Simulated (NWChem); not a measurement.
# the pair BH2SeF···SiH3F, step by step

Aim: the energy (singlet BSiH5SeF2, B3LYP-D3(0)/STO-3G), then a single-point energy (singlet BH2SeF, B3LYP-D3(0)/STO-3G), then a single-point energy (singlet SiH3F, B3LYP-D3(0)/STO-3G), then a single-point energy (singlet BH2SeF, B3LYP-D3(0)/STO-3G), then the energy (singlet SiH3F, B3LYP-D3(0)/STO-3G) of BF2H5SeSi and its partners. 

The calculation is run with NWChem 7.3.0.

## Step 1: The system as given

BSiH5SeF2: 10 atoms, total charge 0, spin state singlet. The two molecules were placed rigidly side by side, at 1.1 times their contact distance; the pair isn't optimised.

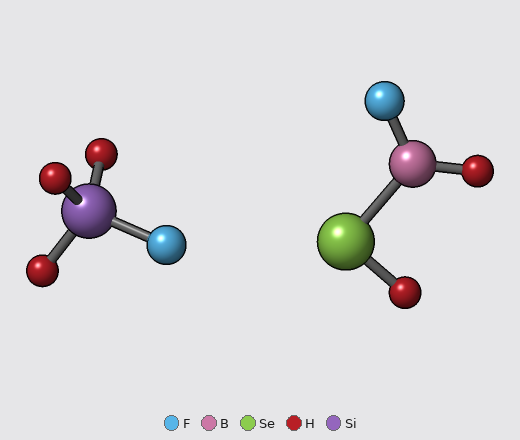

Viewed from a chosen angle; fluorine blue, boron pink, selenium green, hydrogen red, silicon purple.

## Step 2: A single-point energy at B3LYP-D3(0)/STO-3G (run 1)

Contents of work.nw:

```
start work
title "BF2H5SeSi energy"
memory 2200 mb

geometry units angstroms noautosym nocenter noautoz
F     -0.295880    -1.612460     0.832580
B     -0.287480    -0.517460     0.095280
Se     1.092220     0.794740     0.434480
H     -1.116880    -0.364560    -0.749220
H      0.608020     1.699740    -0.613120
F      2.368660     1.015460     3.925510
Si     3.626310     0.312450     4.621140
H      4.029540    -0.847340     3.791750
H      3.221830    -0.131260     5.975700
H      4.726360     1.301570     4.703710
end

basis spherical bse
* library STO-3G
end

dft
xc b3lyp
disp vdw 3
grid fine
convergence energy 1e-08
maxiter 100
mulliken
print low
end

task dft energy
```

Started as:

```sh
$ nwchem work.nw > work.out
```

Log:

```text
[...]
 d= 0,ls=0.0,diis     1  -2885.1949488968 -3.24D+03  5.27D-02  9.17D-01     0.7
[...]
 d= 0,ls=0.0,diis    10  -2885.3976710067 -4.29D-10  3.12D-07  1.49D-10     4.4
         Total DFT energy =    -2885.397671006730
      One electron energy =    -4744.191653333835
           Coulomb energy =     1639.692583651599
    Exchange-Corr. energy =     -135.912527265821
 Nuclear repulsion energy =      355.018315453293
    Dispersion correction =       -0.004389511966
[...]
      Total Density - Mulliken Population Analysis
     ---------------------------------------------
    Atom       Charge   Shell Charges
 -----------   ------   -------------------------------------------------------
    1 F    9     9.08   2.00  1.94  5.15
    2 B    5     4.86   1.99  0.95  1.92
    3 Se  34    34.01   2.00  2.00  6.00  2.00  5.96  1.87  4.19  9.99
    4 H    1     1.05   1.05
    5 H    1     0.99   0.99
    6 F    9     9.25   2.00  1.96  5.29
    7 Si  14    13.33   2.00  1.98  5.88  1.22  2.25
    8 H    1     1.14   1.14
    9 H    1     1.14   1.14
   10 H    1     1.14   1.14
[...]
```

Run time: 5.1 s. Hardware: 1 thread of Intel Xeon 6975P-C (Granite Rapids), shared host; peak memory 0.13 GiB.

## Step 3: BH2SeF: a single-point energy at B3LYP-D3(0)/STO-3G (run 2)

Contents of mol.nw:

```
start mol
memory stack 880 mb heap 220 mb global 1100 mb

geometry units angstrom noautosym nocenter noautoz
  F    -0.295880   -1.612460    0.832580
  B    -0.287480   -0.517460    0.095280
  Se    1.092220    0.794740    0.434480
  H    -1.116880   -0.364560   -0.749220
  H     0.608020    1.699740   -0.613120
end

basis spherical bse
  * library STO-3G
end

dft
  xc b3lyp
  disp vdw 3
  grid fine
  convergence energy 1e-08
  maxiter 100
  mulliken
  print low
end

task dft energy
```

Started as:

```sh
$ nwchem mol.nw > mol.out
```

Log:

```text
[...]
 d= 0,ls=0.0,diis     1  -2498.9494035873 -2.65D+03  6.23D-02  5.96D-01     0.3
[...]
 d= 0,ls=0.0,diis     8  -2499.0737414174 -2.05D-11  1.21D-06  5.05D-10     1.4
         Total DFT energy =    -2499.073741417357
      One electron energy =    -3791.813258187086
           Coulomb energy =     1247.973385101519
    Exchange-Corr. energy =     -103.195001937724
 Nuclear repulsion energy =      147.962734623737
    Dispersion correction =       -0.001601017802
[...]
      Total Density - Mulliken Population Analysis
     ---------------------------------------------
    Atom       Charge   Shell Charges
 -----------   ------   -------------------------------------------------------
    1 F    9     9.08   2.00  1.94  5.14
    2 B    5     4.86   1.99  0.95  1.92
    3 Se  34    34.02   2.00  2.00  6.00  2.00  5.96  1.87  4.19  9.99
    4 H    1     1.05   1.05
    5 H    1     0.99   0.99
[...]
```

It took 1.9 s on 1 thread of Intel Xeon 6975P-C (Granite Rapids), shared host; peak memory 0.12 GiB.

## Step 4: SiH3F: the energy at B3LYP-D3(0)/STO-3G (run 3)

Contents of run.nw:

```
start run
title "FH3Si energy"
memory stack 880 mb heap 220 mb global 1100 mb
geometry noautosym nocenter noautoz
   F      2.368660     1.015460     3.925510
   Si     3.626310     0.312450     4.621140
   H      4.029540    -0.847340     3.791750
   H      3.221830    -0.131260     5.975700
   H      4.726360     1.301570     4.703710
end
basis spherical bse
   * library STO-3G
end
dft
   xc b3lyp
   disp vdw 3
   grid fine
   convergence energy 1e-08
   maxiter 100
   mulliken
   print low
end
task dft energy
```

Started as:

```sh
$ nwchem run.nw > run.out
```

Log:

```text
[...]
 d= 0,ls=0.0,diis     1   -386.2466766806 -4.49D+02  9.28D-02  3.12D-01     0.2
[...]
 d= 0,ls=0.0,diis     7   -386.3230885058 -4.96D-10  2.17D-07  6.74D-12     0.7
         Total DFT energy =     -386.323088505800
      One electron energy =     -664.136746267349
           Coulomb energy =      247.491066558859
    Exchange-Corr. energy =      -32.718643178982
 Nuclear repulsion energy =       63.042840520295
    Dispersion correction =       -0.001606138623
[...]
      Total Density - Mulliken Population Analysis
     ---------------------------------------------
    Atom       Charge   Shell Charges
 -----------   ------   -------------------------------------------------------
    1 F    9     9.25   2.00  1.96  5.29
    2 Si  14    13.33   2.00  1.98  5.88  1.22  2.25
    3 H    1     1.14   1.14
    4 H    1     1.14   1.14
    5 H    1     1.14   1.14
[...]
```

It took 1.2 s on 1 thread of Intel Xeon 6975P-C (Granite Rapids), shared host; peak memory 0.12 GiB.

## Step 5: BH2SeF among ghost functions: a single-point energy at B3LYP-D3(0)/STO-3G (with ghost functions) (run 4)

Contents of a.nw:

```
start a
memory stack 880 mb heap 220 mb global 1100 mb

geometry units angstroms noautosym nocenter noautoz
F       -0.295880      -1.612460       0.832580
B       -0.287480      -0.517460       0.095280
Se       1.092220       0.794740       0.434480
H       -1.116880      -0.364560      -0.749220
H        0.608020       1.699740      -0.613120
bqF      2.368660     1.015460     3.925510
bqSi     3.626310     0.312450     4.621140
bqH      4.029540    -0.847340     3.791750
bqH      3.221830    -0.131260     5.975700
bqH      4.726360     1.301570     4.703710
end

basis spherical bse
F library STO-3G
B library STO-3G
Se library STO-3G
H library STO-3G
bqF library F STO-3G
bqSi library Si STO-3G
bqH library H STO-3G
end

dft
xc b3lyp
disp vdw 3
grid fine
convergence energy 1e-08
iterations 100
mulliken
noprint "final vectors analysis"
end

task dft energy
```

Started as:

```sh
$ nwchem a.nw > a.out
```

Log:

```text
[...]
          Wavefunction type:  closed shell.
          No. of atoms     :    10
          No. of electrons :    50
[...]
          Charge           :     0
          Spin multiplicity:     1
[...]
          AO basis - number of functions:    47
[...]
              XC Information
              --------------
                         B3LYP Method XC Potential
                     Hartree-Fock (Exact) Exchange  0.200
                        Slater Exchange Functional  0.800 local
                    Becke 1988 Exchange Functional  0.720 non-local
              Lee-Yang-Parr Correlation Functional  0.810
                  VWN I RPA Correlation Functional  0.190 local
[...]
 d= 0,ls=0.0,diis     1  -2498.9494211536 -2.65D+03  3.97D-02  5.96D-01     0.6
[...]
 d= 0,ls=0.0,diis     8  -2499.0737574364 -2.73D-11  7.73D-07  5.10D-10     3.1
         Total DFT energy =    -2499.073757436447
      One electron energy =    -3791.812772198483
           Coulomb energy =     1247.972858960762
    Exchange-Corr. energy =     -103.194977804660
 Nuclear repulsion energy =      147.962734623737
    Dispersion correction =       -0.001601017802
[...]
      Total Density - Mulliken Population Analysis
     ---------------------------------------------
    Atom       Charge   Shell Charges
 -----------   ------   -------------------------------------------------------
    1 F    9     9.08   2.00  1.94  5.14
    2 B    5     4.86   1.99  0.95  1.92
    3 Se  34    34.02   2.00  2.00  6.00  2.00  5.96  1.87  4.19  9.99
    4 H    1     1.05   1.05
    5 H    1     0.99   0.99
    6 X    0     0.00   0.00  0.00  0.00
    7 X    0     0.00   0.00  0.00 -0.00  0.00  0.00
    8 X    0     0.00   0.00
    9 X    0     0.00   0.00
   10 X    0    -0.00  -0.00
[...]
```

It took 3.9 s on 1 thread of Intel Xeon 6975P-C (Granite Rapids), shared host; peak memory 0.13 GiB.

## Step 6: SiH3F among ghost functions: a single-point energy at B3LYP-D3(0)/STO-3G (with ghost functions) (run 5)

Contents of mymol.nw:

```
start mymol
title "FH3Si"
memory 2200 mb
geometry units atomic noautosym nocenter noautoz
   F   4.47611868  1.91894129  7.41813880
   Si  6.85273274  0.59044493  8.73268898
   H   7.61472701 -1.60124053  7.16536903
   H   6.08837632 -0.24804545 11.29243640
   H   8.93152597  2.45961083  8.88872367
   bqF     -0.559132    -3.047108     1.573348
   bqB     -0.543258    -0.977858     0.180053
   bqSe     2.063997     1.501841     0.821048
   bqH     -2.110597    -0.688919    -1.415821
   bqH      1.148991     3.212043    -1.158629
end
basis "ao basis" spherical bse
   F library STO-3G
   Si library STO-3G
   H library STO-3G
   bqF library F STO-3G
   bqB library B STO-3G
   bqSe library Se STO-3G
   bqH library H STO-3G
end
dft
   xc b3lyp
   disp vdw 3
   grid fine
   convergence energy 1e-08
   maxiter 100
   mulliken
   print low
end
task dft energy
```

Started as:

```sh
$ nwchem mymol.nw > mymol.out
```

Log:

```text
[...]
 d= 0,ls=0.0,diis     1   -386.2467208930 -4.49D+02  3.36D-02  3.12D-01     0.5
[...]
 d= 0,ls=0.0,diis     7   -386.3231280412 -4.98D-10  7.83D-08  6.73D-12     2.5
         Total DFT energy =     -386.323128041185
      One electron energy =     -664.136182710315
           Coulomb energy =      247.490409887833
    Exchange-Corr. energy =      -32.718585107134
 Nuclear repulsion energy =       63.042836026810
    Dispersion correction =       -0.001606138379
[...]
      Total Density - Mulliken Population Analysis
     ---------------------------------------------
    Atom       Charge   Shell Charges
 -----------   ------   -------------------------------------------------------
    1 F    9     9.25   2.00  1.96  5.29
    2 Si  14    13.33   2.00  1.98  5.88  1.22  2.25
    3 H    1     1.14   1.14
    4 H    1     1.14   1.14
    5 H    1     1.14   1.14
    6 X    0     0.00   0.00  0.00  0.00
    7 X    0    -0.00   0.00  0.00 -0.00
    8 X    0     0.00   0.00  0.00  0.00  0.00 -0.00  0.00  0.00  0.00
    9 X    0    -0.00  -0.00
   10 X    0     0.00   0.00
[...]
```

Run time: 3.3 s. Hardware: 1 thread of Intel Xeon 6975P-C (Granite Rapids), shared host; peak memory 0.13 GiB.

## Step 7: Outcome

| quantity | value |
| --- | --- |
| run 1, B3LYP-D3(0)/STO-3G: total energy | -2885.39767 Eh |
| run 1, B3LYP-D3(0)/STO-3G: dispersion energy | -11.52 kJ/mol |
| BH2SeF: total energy | -2499.07374 Eh |
| BH2SeF: dispersion energy | -4.20 kJ/mol |
| SiH3F: total energy | -386.32309 Eh |
| SiH3F: dispersion energy | -4.22 kJ/mol |
| BH2SeF among ghost functions: total energy | -2499.07376 Eh |
| BH2SeF among ghost functions: dipole moment | 0.89 D |
| BH2SeF among ghost functions: dispersion energy | -4.20 kJ/mol |
| SiH3F among ghost functions: total energy | -386.32313 Eh |
| SiH3F among ghost functions: dispersion energy | -4.22 kJ/mol |
| interaction energy of the rigid parts BH2SeF and SiH3F (parts in their own basis; closest atoms 3.72 Å apart) | -0.023 eV |
| interaction energy of the rigid parts BH2SeF and SiH3F (parts in the whole basis, counterpoise; closest atoms 3.72 Å apart) | -0.021 eV |

What this shows: The interaction energy of the rigid parts BH2SeF and SiH3F (parts in their own basis; closest atoms 3.72 Å apart) is −0.02 eV (−0.5 kcal/mol): the parts attract. Without counterpoise this holds the superposition error of the basis. The interaction energy of the rigid parts BH2SeF and SiH3F (parts in the whole basis, counterpoise; closest atoms 3.72 Å apart) is −0.02 eV (−2.1 kJ/mol): the parts attract. The basis-set superposition error is 0.1 kJ/mol. Mulliken charges (run 1, B3LYP-D3(0)/STO-3G) run from -0.25 on F6 to +0.67 on Si7; they depend strongly on the basis. Mulliken charges (BH2SeF) run from -0.08 on F1 to +0.14 on B2; they depend strongly on the basis.
